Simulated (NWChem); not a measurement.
**One shape, several levels: [OF2]+ (SMILES F[O+]F)**

Aim: a comparison of 6 runs (UHF/STO-3G, UHF/3-21G, UB3LYP/6-31G*, UB3LYP/cc-pVTZ, UM06-2X/cc-pVTZ) of [OF2]+. 

Program for the calculation: NWChem 7.3.0.

7 further runs of the same task are left out: 5 that didn't finish, 2 set aside as unsound or not needed. Runs told in other sessions of the task aren't counted.

### Step 1. The molecule

[OF2]+ has 3 atoms, charge +1, and is taken as a doublet. As SMILES, `F[O+]F`. The shape is that of a PBE0-D4/def2-TZVP optimisation.

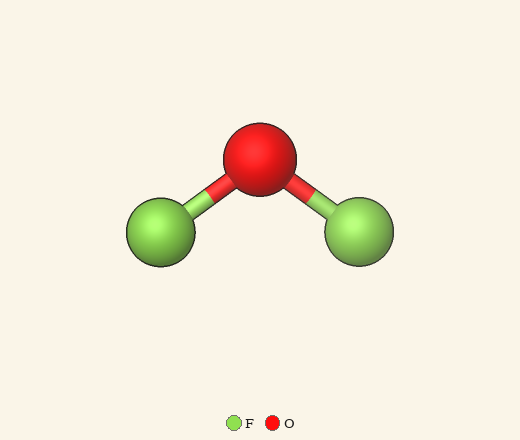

The structure, seen from a chosen angle (fluorine green, oxygen red).

### Step 2. Energy and forces at UHF/STO-3G (run 1)

run.py reads:

```python
from ase import Atoms
from ase.calculators.nwchem import NWChem

system = Atoms('FOF', positions=[
    [0.920200, -0.309010, 0.473410],
    [0.000640, 0.505210, 0.055670],
    [-0.920840, -0.196190, -0.529090],
])

calc = NWChem(
    label='m1',
    theory='scf',
    memory='2200 mb',
    basis='STO-3G',
    basispar='spherical bse',
    charge=1,
    scf={'nopen': '1', 'uhf': None, 'thresh': '1e-08', 'maxiter': '80'},
)
system.calc = calc

forces = system.get_forces()
e = system.get_potential_energy()
print(f"E = {e:.6f} eV")
print("forces (eV/A):")
for s, f in zip(system.symbols, forces):
    print(f"{s:2s} {f[0]:10.5f} {f[1]:10.5f} {f[2]:10.5f}")
```

Command:

```
$ export ASE_NWCHEM_COMMAND="nwchem PREFIX.nwi > PREFIX.nwo"
$ python run.py
```

Log:

```text
E = -7331.754759 eV
forces (eV/A):
F     3.34968   -2.86339    1.53294
O     0.00710    5.31612    0.58601
F    -3.35678   -2.45273   -2.11895
```

The calculator wrote m1.nwi:

```
title "m1"

permanent_dir m1

scratch_dir m1

start m1

geometry units angstrom nocenter noautosym noautoz
  F  9.2020000000000002e-01 -3.0901000000000001e-01 4.7341000000000000e-01
  O  6.4000000000000005e-04 5.0521000000000005e-01 5.5669999999999997e-02
  F  -9.2083999999999999e-01 -1.9619000000000000e-01 -5.2908999999999995e-01
end

charge 1

memory 2200 mb

basis spherical bse noprint
   * library STO-3G
end

scf
  nopen 1
  uhf
  thresh 1e-08
  maxiter 80
end

task scf gradient
```

m1.nwo (excerpt; [...] marks lines left out):

```text
[...]
      One electron energy =   -522.639110109222
[... 1 line left out ...]
 Nuclear repulsion energy =     79.155296508875
[... 27 lines left out ...]
          Final beta eigenvalues
[... 121 lines left out ...]
                     UHF Final Beta Molecular Orbital Analysis
[...]
  wavefunction    =   UHF
                         UHF ENERGY GRADIENTS
    atom               coordinates                        gradient
                 x          y          z           x          y          z
   1 F       1.738926  -0.583944   0.894615   -0.065141   0.055684  -0.029811
   2 O       0.001209   0.954708   0.105201   -0.000138  -0.103382  -0.011396
   3 F      -1.740135  -0.370745  -0.999835    0.065279   0.047698   0.041207
[...]
```

Wall time 1.8 s (1 thread of Intel Xeon Platinum 8259CL at 2.50GHz (Skylake/Cascade Lake), shared host); peak memory 0.099 GiB.

### Step 3. Energy and gradient at UHF/3-21G (run 2)

run.py reads:

```python
from ase import Atoms
from ase.calculators.nwchem import NWChem

molecule = Atoms('FOF', positions=[
    [0.920200, -0.309010, 0.473410],
    [0.000640, 0.505210, 0.055670],
    [-0.920840, -0.196190, -0.529090],
])

calc = NWChem(
    label='work',
    theory='scf',
    memory='2200 mb',
    basis='3-21G',
    basispar='spherical bse',
    charge=1,
    scf={'nopen': '1', 'uhf': None, 'thresh': '1e-08', 'maxiter': '80', 'print': 'low'},
)
molecule.calc = calc

forces = molecule.get_forces()
print(f"energy = {molecule.get_potential_energy():.6f} eV")
print("forces (eV/A):")
for s, f in zip(molecule.symbols, forces):
    print(f"{s:2s} {f[0]:10.5f} {f[1]:10.5f} {f[2]:10.5f}")
```

Command:

```
$ export ASE_NWCHEM_COMMAND="nwchem PREFIX.nwi > PREFIX.nwo"
$ python run.py
```

Log:

```text
energy = -7388.039609 eV
forces (eV/A):
F     4.81059   -4.17912    2.19418
O     0.01008    7.76818    0.85618
F    -4.82066   -3.58911   -3.05036
```

The calculator wrote work.nwi:

```
title "work"

permanent_dir work

scratch_dir work

start work

geometry units angstrom nocenter noautosym noautoz
  F  9.2020000000000002e-01 -3.0901000000000001e-01 4.7341000000000000e-01
  O  6.4000000000000005e-04 5.0521000000000005e-01 5.5669999999999997e-02
  F  -9.2083999999999999e-01 -1.9619000000000000e-01 -5.2908999999999995e-01
end

charge 1

memory 2200 mb

basis spherical bse noprint
   * library 3-21G
end

scf
  nopen 1
  uhf
  thresh 1e-08
  maxiter 80
  print low
end

task scf gradient
```

work.nwo:

```text
Northwest Computational Chemistry Package (NWChem) 7.3.0
             --------------------------------------------------------

           Job information
           ---------------

    nwchem branch   = 7.3.0
    use scalapack   = T
    input           = work.nwi
    prefix          = work.
    data base       = work/work.db
    status          = startup
    nproc           =        1

           Memory information
           ------------------

    heap     =     72089600 doubles =      550.0 Mbytes
    stack    =     72089597 doubles =      550.0 Mbytes
    global   =    144179200 doubles =     1100.0 Mbytes (distinct from heap & stack)
    total    =    288358397 doubles =     2200.0 Mbytes
    verify   = yes
    hardfail = no

           Directory information
           ---------------------

  0 permanent = work
  0 scratch   = work

                                NWChem Input Module
                                -------------------

                                       work
                                       ----

[... 22 lines left out ...]
            Nuclear Dipole moment (a.u.)
[... 37 lines left out ...]
                                       work

  ao basis        = "ao basis"
  functions       =    27
  atoms           =     3
  alpha electrons =    13
  beta  electrons =    12
  charge          =   1.00
  wavefunction    = UHF
  input vectors   = atomic
  output vectors  = work/work.movecs
  use symmetry    = F
  symmetry adapt  = F

 Forming initial guess at       0.0s

 Starting SCF solution at       0.1s

       Final UHF  results
       ------------------

         Total SCF energy =   -271.505450033093
      One electron energy =   -524.632261569925
      Two electron energy =    173.971515027957
 Nuclear repulsion energy =     79.155296508875

                       Sz =      0.5000
                 Sz(Sz+1) =      0.7500
                      S^2 =      0.8082

        Time for solution =      0.6s

                              NWChem Gradients Module
                              -----------------------

                         UHF ENERGY GRADIENTS

    atom               coordinates                        gradient
                 x          y          z           x          y          z
   1 F       1.738926  -0.583944   0.894615   -0.093551   0.081271  -0.042670
   2 O       0.001209   0.954708   0.105201   -0.000196  -0.151067  -0.016650
   3 F      -1.740135  -0.370745  -0.999835    0.093747   0.069797   0.059320

 Task  times  cpu:        0.7s     wall:        0.7s
 Total times  cpu:        0.8s     wall:        0.8s
```

Wall time 2 s (1 thread of Intel Xeon Platinum 8259CL at 2.50GHz (Skylake/Cascade Lake), shared host); peak memory 0.1 GiB.

Runs 3 to 4 aren't shown in full; the table further down has their settings and results.

### Step 4. Energy and gradient at UB3LYP/cc-pVTZ (run 5)

f2o.nw reads:

```
start f2o
memory 2200 mb
charge 1

geometry units bohr noautosym nocenter noautoz
   F   1.73892598 -0.58394427  0.89461524
   O   0.00120942  0.95470854  0.10520105
   F  -1.74013540 -0.37074537 -0.99983520
end

basis spherical bse
   * library cc-pVTZ
end

dft
   xc b3lyp
   mult 2
   grid fine
   convergence energy 1e-08
   maxiter 100
   mulliken
end

task dft gradient
```

Command:

```
$ nwchem f2o.nw > f2o.out
```

Log:

```text
[...]
          Wavefunction type:  spin polarized.
          No. of atoms     :     3
          No. of electrons :    25
[...]
          Charge           :     1
          Spin multiplicity:     2
[...]
          AO basis - number of functions:    90
[...]
              XC Information
              --------------
                         B3LYP Method XC Potential
                     Hartree-Fock (Exact) Exchange  0.200
                        Slater Exchange Functional  0.800 local
                    Becke 1988 Exchange Functional  0.720 non-local
              Lee-Yang-Parr Correlation Functional  0.810
                  VWN I RPA Correlation Functional  0.190 local
[...]
 d= 0,ls=0.0,diis     1   -274.0791516933 -3.53D+02  6.99D-03  7.72D-01     2.3
[...]
 d= 0,ls=0.0,diis    11   -274.2916646141 -1.59D-09  7.30D-08  7.07D-10    20.2
[...]
         Total DFT energy =     -274.291664614097
      One electron energy =     -527.994070132133
           Coulomb energy =      203.431063236066
    Exchange-Corr. energy =      -28.883948508437
 Nuclear repulsion energy =       79.155290790407
[...]
      Total Density - Mulliken Population Analysis
     ---------------------------------------------
    Atom       Charge   Shell Charges
 -----------   ------   -------------------------------------------------------
    1 F    9     8.76   1.94  0.30  1.10  0.62  1.53  2.26  0.98  0.00  0.02  0.00
    2 O    8     7.48   1.94  0.30  1.12  0.53  1.15  1.84  0.48  0.01  0.10  0.01
    3 F    9     8.76   1.94  0.30  1.10  0.62  1.53  2.26  0.98  0.00  0.02  0.00
[...]
      <S2> =      0.7531 (Exact =     0.7500)
[...]
  wavefunction    = open shell
                         DFT ENERGY GRADIENTS
    atom               coordinates                        gradient
                 x          y          z           x          y          z
   1 F       1.738926  -0.583944   0.894615   -0.015156   0.011877  -0.007054
   2 O       0.001209   0.954709   0.105201   -0.000031  -0.021898  -0.002415
   3 F      -1.740135  -0.370745  -0.999835    0.015188   0.010021   0.009469
[...]
```

Run time: 27 s. Hardware: 1 thread of Intel Xeon Platinum 8259CL at 2.50GHz (Skylake/Cascade Lake), shared host; peak memory 0.13 GiB.

### Step 5. Energy and forces at UM06-2X/cc-pVTZ (run 6)

f2o.xyz reads:

```xyz
3
oxygen(1+), difluoro-
F      0.920200    -0.309010     0.473410
O      0.000640     0.505210     0.055670
F     -0.920840    -0.196190    -0.529090
```

run.py reads:

```python
from ase.io import read
from ase.calculators.nwchem import NWChem

mol = read('f2o.xyz')

calc = NWChem(
    label='f2o',
    theory='dft',
    memory='2200 mb',
    basis='cc-pVTZ',
    basispar='spherical bse',
    charge=1,
    dft={'xc': 'm06-2x', 'mult': '2', 'grid': 'fine', 'convergence': 'energy 1e-08', 'iterations': '100', 'mulliken': None},
)
mol.calc = calc

forces = mol.get_forces()
print("Total energy (eV):", round(mol.get_potential_energy(), 6))
print("forces (eV/A):")
for s, f in zip(mol.symbols, forces):
    print(f"{s:2s} {f[0]:10.5f} {f[1]:10.5f} {f[2]:10.5f}")
```

Command:

```
$ export ASE_NWCHEM_COMMAND="nwchem PREFIX.nwi > PREFIX.nwo"
$ python run.py
```

Log:

```text
Total energy (eV): -7460.830974
forces (eV/A):
F    -0.32093    0.14686   -0.16085
O    -0.00005   -0.25418   -0.02787
F     0.32098    0.10732    0.18872
```

The calculator wrote f2o.nwi:

```
title "f2o"

permanent_dir f2o

scratch_dir f2o

start f2o

geometry units angstrom nocenter noautosym noautoz
  F  9.2020000000000002e-01 -3.0901000000000001e-01 4.7341000000000000e-01
  O  6.4000000000000005e-04 5.0521000000000005e-01 5.5669999999999997e-02
  F  -9.2083999999999999e-01 -1.9619000000000000e-01 -5.2908999999999995e-01
end

charge 1

memory 2200 mb

basis spherical bse noprint
   * library cc-pVTZ
end

dft
  xc m06-2x
  mult 2
  grid fine
  convergence energy 1e-08
  iterations 100
  mulliken
end

task dft gradient
```

f2o.nwo (excerpt; [...] marks lines left out):

```text
[...]
      One electron energy =     -527.712735505129
[... 2 lines left out ...]
 Nuclear repulsion energy =       79.155296508875
[... 1394 lines left out ...]
          Convergence on energy requested:  1.00D-08
[... 21 lines left out ...]
          Spatial weights used:  Erf1
[...]
  wavefunction    = open shell
                         DFT ENERGY GRADIENTS
    atom               coordinates                        gradient
                 x          y          z           x          y          z
   1 F       1.738926  -0.583944   0.894615    0.006241  -0.002856   0.003128
   2 O       0.001209   0.954708   0.105201    0.000001   0.004943   0.000542
   3 F      -1.740135  -0.370745  -0.999835   -0.006242  -0.002087  -0.003670
[...]
```

Run time: 36 s. Hardware: 1 thread of Intel Xeon Platinum 8259CL at 2.50GHz (Skylake/Cascade Lake), shared host; peak memory 0.13 GiB.

### Step 6. Overview of the runs

```csv
run,level,Cartesian functions,iteration cap,energy (Eh),HOMO energy (eV),LUMO energy (eV),⟨S²⟩,wall time
1,UHF/STO-3G,no,80,-269.437020,-25.70,-7.91,0.774,1.8 s
2,UHF/3-21G,no,80,-271.505450,–,–,0.808,2 s
3,UB3LYP/6-31G* (Cartesian functions),yes,100,-274.179403,–,–,0.753,13 s
4,UB3LYP/6-31G* (spherical functions),no,100,-274.174850,-20.96,-16.35,0.753,12 s
5,UB3LYP/cc-pVTZ,no,100,-274.291665,-21.10,-16.42,0.753,27 s
6,UM06-2X/cc-pVTZ,no,100,-274.180483,-23.83,-14.92,0.755,36 s
```

### Step 7. Results

```
                                 quantity          value
                      run 6: total energy  -274.18048 Eh
run 6: HOMO energy (highest over α and β)      -23.83 eV
 run 6: LUMO energy (lowest over α and β)      -14.92 eV
                              run 6: ⟨S²⟩          0.755
          run 6: largest force on an atom     0.388 eV/Å
```

**Reading.** Totals of different functionals can't be ranked against each other. In run 1 the basis is minimal, so the values are rough. All runs together took 92 s, the longest 36 s.
